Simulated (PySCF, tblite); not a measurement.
**C₄H₆NSi radical: geometry, infrared bands and EPR parameters**

What infrared bands and EPR parameters should C₄H₆NSi radical (`[SiH2]n1cccc1`) show?

Computed with tblite 0.8.0 and PySCF 2.14.0, with density-fitted response routines of our own, on a single molecule in the gas phase. Atoms are numbered from 0 throughout.

## 1. The molecule as given

12 atoms, charge 0, multiplicity 2; geometry from: force field or distance geometry start.

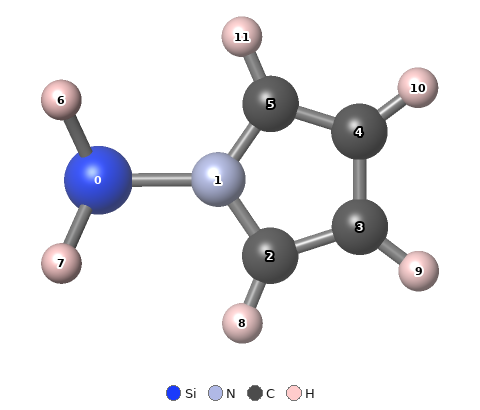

As it starts; silicon blue, nitrogen light blue, carbon dark grey, hydrogen pink, atoms numbered.

## 2. Relaxing the molecule with GFN2-xTB

What the job is given:

```
{"job": {"kind": "relax", "xc": "GFN2-xTB", "basis": "xTB"}, "charge": 0, "multiplicity": 2}
Si     2.201900    -0.019200     0.574300
N      0.468600     0.004700     0.195400
C     -0.304600    -1.116400     0.106400
C     -1.597300    -0.679000    -0.185100
C     -1.570000     0.727000    -0.234800
C     -0.275000     1.128000    -0.003600
H      2.873400     1.157400    -0.048800
H      2.831700    -1.260200     0.071500
H      0.083900    -2.118200     0.229200
H     -2.461800    -1.327700    -0.315900
H     -2.407500     1.384100    -0.447800
H      0.158000     2.118900     0.033100
```

Command:

```
$ OMP_NUM_THREADS=1 python probes_run.py task.json out
```

The driver reads the jobs from task.json and runs them one after another.

What it wrote:

```text
step      E/eV     max force
  0    -441.49520    1.849
  1    -441.56969    0.739
  2    -441.59032    0.380
  3    -441.60487    0.259
  4    -441.60693    0.198
  5    -441.60950    0.142
  6    -441.61140    0.167
  7    -441.61448    0.176
  8    -441.61693    0.141
  9    -441.61836    0.093
 10    -441.61886    0.062
 11    -441.61909    0.064
 12    -441.61930    0.053
 13    -441.61949    0.051
 14    -441.61966    0.055
 15    -441.61979    0.048
 16    -441.61988    0.029
 17    -441.61994    0.022
 18    -441.61998    0.013
 19    -441.62000    0.010
 20    -441.62001    0.010
 21    -441.62003    0.017
 22    -441.62007    0.020
 23    -441.62011    0.017
 24    -441.62014    0.014
 25    -441.62016    0.015
 26    -441.62019    0.022
 27    -441.62023    0.024
 28    -441.62027    0.018
 29    -441.62030    0.020
 30    -441.62032    0.017
 31    -441.62033    0.011
 32    -441.62035    0.010
 33    -441.62035    0.010
```

Wall time 0.16 s (1 thread of Arm Neoverse V1, shared host).

Step by step: (not every step is listed)

| step | energy from step 0 (eV) | largest force (eV/Å) |
| --- | --- | --- |
| 0 | 0.0000 | 1.8491 |
| 1 | -0.0745 | 0.7392 |
| 2 | -0.0951 | 0.3797 |
| 3 | -0.1097 | 0.2588 |
| 4 | -0.1117 | 0.1985 |
| 5 | -0.1143 | 0.1420 |
| 6 | -0.1162 | 0.1668 |
| 7 | -0.1193 | 0.1758 |
| 8 | -0.1217 | 0.1408 |
| 10 | -0.1237 | 0.0623 |
| 12 | -0.1241 | 0.0529 |
| 14 | -0.1245 | 0.0550 |
| 16 | -0.1247 | 0.0286 |
| 18 | -0.1248 | 0.0130 |
| 20 | -0.1248 | 0.0103 |
| 22 | -0.1249 | 0.0199 |
| 24 | -0.1249 | 0.0142 |
| 26 | -0.1250 | 0.0218 |
| 28 | -0.1251 | 0.0177 |
| 29 | -0.1251 | 0.0196 |
| 30 | -0.1251 | 0.0170 |
| 31 | -0.1251 | 0.0112 |
| 32 | -0.1251 | 0.0103 |
| 33 | -0.1251 | 0.0095 |

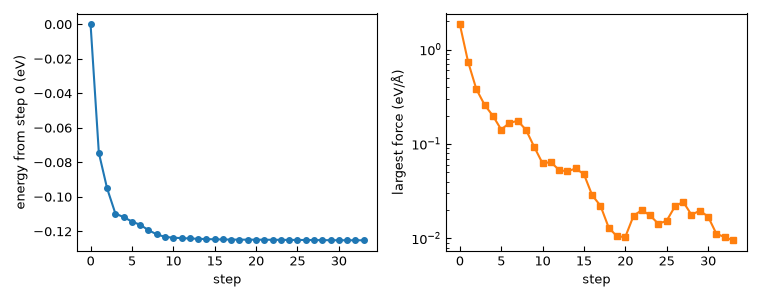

Energy and largest force along the relaxation.

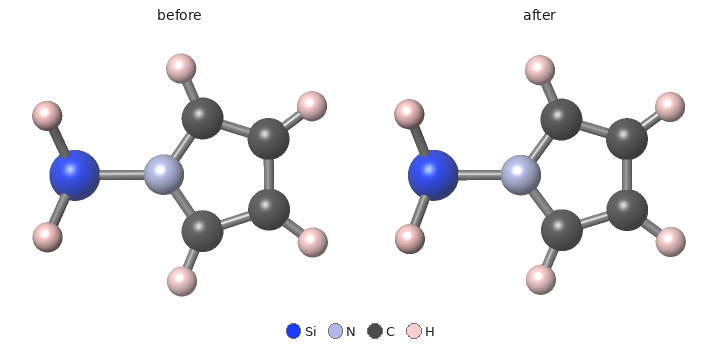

Before and after, at one scale.

Close pairs (by a distance rule), those that changed most:

| bond | before (Å) | after (Å) | change (Å) |
| --- | --- | --- | --- |
| Si0–H6 | 1.491 | 1.454 | -0.037 |
| C2–C3 | 1.395 | 1.362 | -0.034 |
| Si0–N1 | 1.774 | 1.743 | -0.031 |
| Si0–H7 | 1.480 | 1.454 | -0.026 |
| C3–H9 | 1.089 | 1.073 | -0.016 |
| C4–C5 | 1.375 | 1.362 | -0.014 |
| C4–H10 | 1.086 | 1.073 | -0.013 |
| C5–H11 | 1.082 | 1.072 | -0.010 |

The final coordinates are the input of the step that follows.

## 3. Infrared spectrum with GFN2-xTB

What the job is given:

```
{"job": {"kind": "ir", "xc": "GFN2-xTB", "basis": "xTB"}, "charge": 0, "multiplicity": 2}
Si     2.215979    -0.015335     0.545021
N      0.514268    -0.001287     0.166432
C     -0.307444    -1.094456     0.081334
C     -1.582766    -0.687082    -0.167012
C     -1.556995     0.726804    -0.231916
C     -0.267137     1.108538    -0.020909
H      2.805645     1.193888    -0.006947
H      2.758447    -1.293534     0.113225
H      0.091025    -2.083263     0.199036
H     -2.443405    -1.314955    -0.292157
H     -2.394012     1.371402    -0.417253
H      0.167594     2.088592     0.005118
```

What it wrote:

```text
mode    cm-1     km/mol
  1      92.6      0.06
  2     145.7      0.88
  3     222.8      0.53
  4     495.1     26.50
  5     559.7     49.43
  6     561.8     44.71
  7     573.2      6.23
  8     589.6     19.69
  9     708.8    163.84
 10     761.9      0.08
 11     771.6     20.66
 12     816.2      3.86
 13     833.2      0.01
 14     837.4      0.04
 15     925.6      2.68
 16    1075.3     11.94
 17    1082.5      3.04
 18    1101.6     29.08
 19    1196.9     10.17
 20    1254.3    124.73
 21    1315.2      3.74
 22    1398.8      3.59
 23    1475.5    132.84
 24    1559.1      0.57
 25    2326.7     97.64
 26    2345.9    471.23
 27    3146.8      2.26
 28    3149.7     31.34
 29    3158.9     79.07
 30    3168.0     26.43
```

Wall time 0.28 s (1 thread of Arm Neoverse V1, shared host).

Which atoms move in the most intense modes:

| cm⁻¹ | km/mol | atoms |
| --- | --- | --- |
| 560 | 49.4 | H7 41 %, H6 37 % |
| 562 | 44.7 | H6 39 %, H7 36 %, Si0 11 % |
| 709 | 163.8 | H7 47 %, H6 47 % |
| 1254 | 124.7 | N1 44 %, C4 19 %, C3 19 % |
| 1476 | 132.8 | C2 29 %, C5 29 %, C3 11 %, C4 11 % |
| 2327 | 97.6 | H6 50 %, H7 48 % |
| 2346 | 471.2 | H7 48 %, H6 47 % |
| 3159 | 79.1 | H9 25 %, H8 24 %, H11 24 %, H10 19 % |

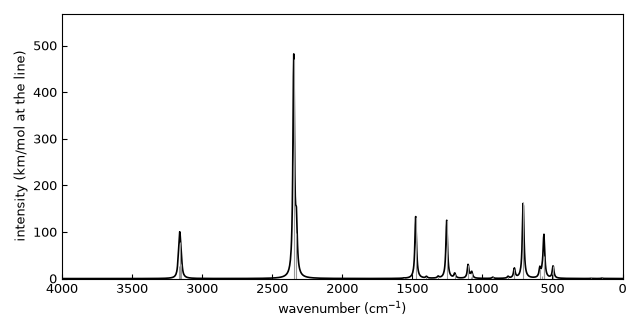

The infrared spectrum from these modes, unscaled. Lines are broadened to a width of 14 cm⁻¹ (Lorentzian).

## 4. EPR parameters: B3LYP/pcH-1

Same as in step 3 but for these lines:

```diff
@@ -1,2 +1,2 @@
-{"job": {"kind": "ir", "xc": "GFN2-xTB", "basis": "xTB"}, "charge": 0, "multiplicity": 2}
+{"job": {"kind": "epr", "basis": "pcH-1"}, "charge": 0, "multiplicity": 2}
 Si     2.215979    -0.015335     0.545021
```

Method: UKS B3LYP, pcH-1 on C H N Si, non-relativistic, mean-field spin-orbit, GIAO.

What it wrote:

```text
UKS, coarse grid
  cycle   1  E = -500.20076942  |g| = 3.21e-01
  cycle   2  E = -500.12117135  |g| = 4.81e-01
  cycle   3  E = -500.25226073  |g| = 6.90e-02
  cycle   4  E = -500.25395670  |g| = 4.53e-02
  cycle   5  E = -500.25494198  |g| = 1.07e-02
  cycle   6  E = -500.25498716  |g| = 5.61e-03
  cycle   7  E = -500.25499947  |g| = 7.15e-04
  cycle   8  E = -500.25499947  |g| = 2.93e-04
UKS, final grid
  cycle   1  E = -500.25498383  |g| = 3.26e-04
  cycle   2  E = -500.25498377  |g| = 5.14e-04
  cycle   3  E = -500.25498388  |g| = 6.80e-05
  cycle   4  E = -500.25498388  |g| = 2.63e-05
E = -500.25498388 Eh   <S^2> = 0.7514 (exact 0.7500)
g shifts (ppm)      1          2          3
  rmc          -140       -140       -140
  gc             56         17         52
  oz_so        -460        -82       1736
  total        -544       -205       1648
hyperfine (MHz)  atom isotope    a_iso     a_fc   dipolar eigenvalues
    0  29Si    -514.60    -515.64   -159.12     79.36     79.76
    1   14N       8.51       8.49     -4.07     -3.89      7.97
    2   13C      -1.46      -1.45     -1.14     -0.12      1.27
    3   13C       1.58       1.59     -2.72     -2.00      4.72
    4   13C       1.55       1.56     -2.72     -2.00      4.72
    5   13C      -1.48      -1.48     -1.14     -0.11      1.25
    6    1H      72.43      72.42     -8.94      0.79      8.15
    7    1H      72.25      72.24     -8.94      0.79      8.15
    8    1H      -0.37      -0.38     -2.20     -1.23      3.43
    9    1H      -2.13      -2.13     -1.67     -0.70      2.36
   10    1H      -2.15      -2.14     -1.67     -0.70      2.36
   11    1H      -0.38      -0.38     -2.20     -1.23      3.43
```

Wall time 38 s (1 thread of Arm Neoverse V1, shared host); peak memory 0.77 GiB.

Principal g values 2.00178, 2.00211, 2.00397; g(iso) = 2.00262, against 2.00232 for a free electron.

Mean a(iso) over the nuclei that a row names, and the largest dipolar term of the row (other rows stand at the frozen geometry):

| nuclei | isotope | a(iso) (MHz) | a(iso) (G, at g = 2.0023) | largest dipolar term (MHz) |
| --- | --- | --- | --- | --- |
| Si0 | 29Si | -514.6 | -183.6 | -159.1 |
| H6, H7 | 1H | 72.3 | 25.8 | -8.9 |
| N1 | 14N | 8.5 | 3.0 | 8.0 |
| H9, H10 | 1H | -2.1 | -0.8 | 2.4 |
| C3, C4 | 13C | 1.6 | 0.6 | 4.7 |
| C2, C5 | 13C | -1.5 | -0.5 | 1.3 |
| H8, H11 | 1H | -0.4 | -0.1 | 3.4 |

Mulliken spin populations:

| atom | value (e) |
| --- | --- |
| Si0 | 0.86 |
| N1 | 0.04 |
| C2 | 0.00 |
| C3 | 0.03 |
| C4 | 0.03 |
| C5 | 0.00 |
| H6 | 0.02 |
| H7 | 0.02 |
| H8 | 0.00 |
| H9 | 0.00 |
| H10 | 0.00 |
| H11 | 0.00 |

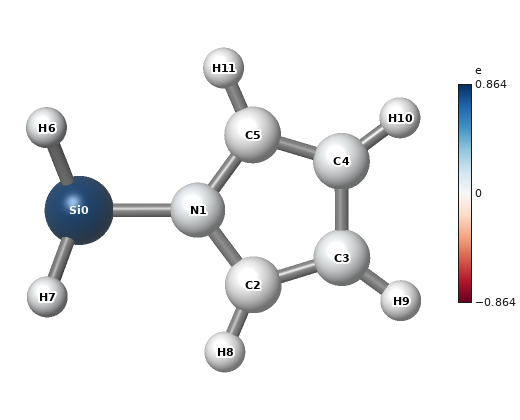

Mulliken spin populations, as colours on the atoms.

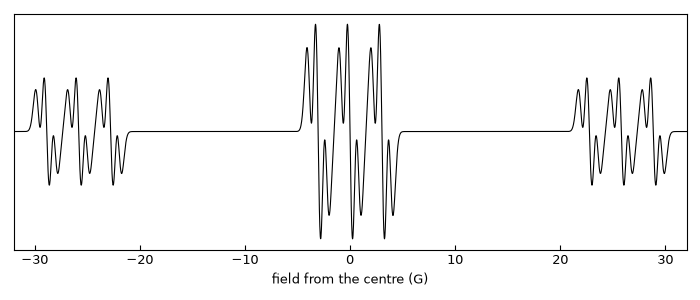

First-order isotropic spectrum (first derivative, main isotopes with spin only, couplings over 0.8 MHz, Gaussian width 0.3 G; couplings of the frozen geometry, rotation of groups not averaged beyond the rows shown).

Orbitals, density, ELF and potential are computed afterwards from the orbital file.

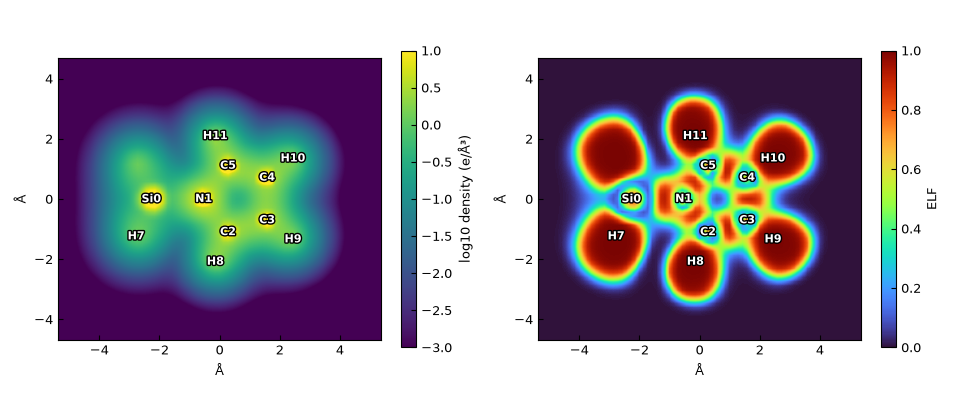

Density (left) and ELF (right) in a plane through or near 11 of the atoms.

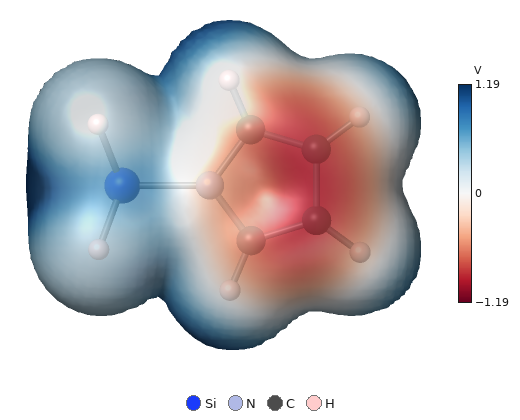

Electrostatic potential on the surface of density 0.002 e/bohr³; red is low, blue high. It runs from -0.92 V near C3 to 1.19 V near H6.

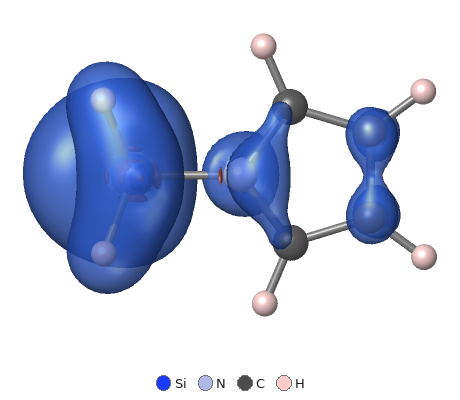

Spin density at ±0.01 e/Å³ (alpha excess blue, beta excess red).

## 5. Results

| quantity | value |
| --- | --- |
| strongest single infrared mode (GFN2-xTB) | 2346 cm⁻¹, 471 km/mol |
| zero-point energy (GFN2-xTB) | 53.8 kcal/mol |
| g(iso) (B3LYP) | 2.00262 |
| ⟨S²⟩ | 0.751 (exact 0.75) |
| largest a(iso) (averaged by class) | 29Si on Si0, -514.6 MHz |
| potential on the surface of density 0.002 e/bohr³, 1st and 99th percentile | -0.92 V and 1.19 V |

In words: Over 33 steps the energy fell by 0.125 eV; of the close pairs, Si0–H6 changed most, 1.491 to 1.454 Å. No mode is imaginary among the 30: a minimum at this level. The strongest single mode, at 2346 cm⁻¹, moves mainly H7 and H6. GFN2-xTB is a fitted tight-binding method: band positions and strengths are rough. Its intensities can rank the bands wrongly. Most of the unpaired spin sits on Si0 (0.86 e). The isotropic g lies 0.3 ppt above the free-electron value. The conformer search found further structures of the same energy, which may be mirror or relabelled copies of this one.
